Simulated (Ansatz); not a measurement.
```xyz
10

N    -0.4356    1.6814    1.6230
C     0.1382    1.3169    0.5469
Si   -0.5569    0.0751   -0.6828
O    -1.4835    1.2110   -1.8532
H    -1.3369    1.2225    1.7943
H     1.1172    1.7617    0.3353
H    -1.7057   -0.7173   -0.2090
H     0.3771   -0.6127   -1.5945
H    -2.0360    0.8687   -2.5818
H    -1.1457    2.0981   -2.0793
```

Computed with Ansatz, RKS PBE0-D4/6-31G*.

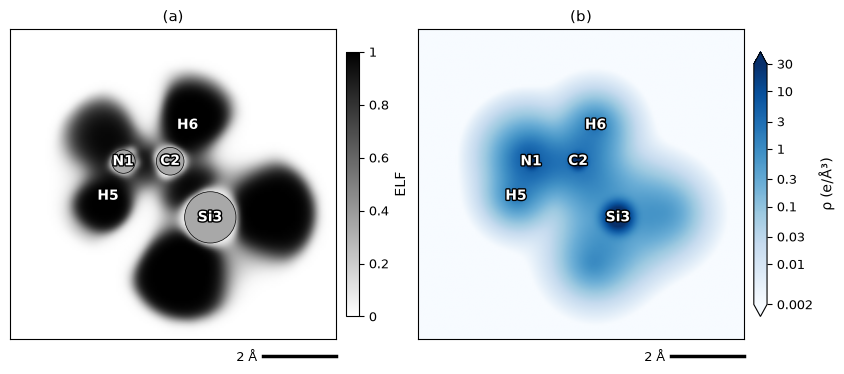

CH6NOSi (SMILES N=C[SiH2][OH2+]) (charge +1). (a) ELF; (b) total electron density on the plane of atoms N1, C2 and Si3. Grey discs cover the atomic cores in the ELF map.

Q: Interpret the plot.

A: The section cuts through N, C, Si and H sites. C–N (1.27 Å): ρ is about 2.8 e/Å³ halfway; the ELF peaks at about 0.90 between the atoms, as expected for a covalent bond. C–Si (1.88 Å): ρ at the midpoint is about 0.99 e/Å³; the ELF peaks at about 0.95 between the atoms (a covalent bond). N–H (1.03 Å): the density is about 2.8 e/Å³ at the midpoint; the ELF climbs to about 1 towards the hydrogen, as it does in any bond to H (an ordinary covalent bond to hydrogen). C–H (1.10 Å): the density is about 2 e/Å³ at the midpoint; the ELF climbs to about 1 towards the hydrogen; a covalent bond by its length. The ELF also peaks beside N1, away from the bonds: lone-pair regions.
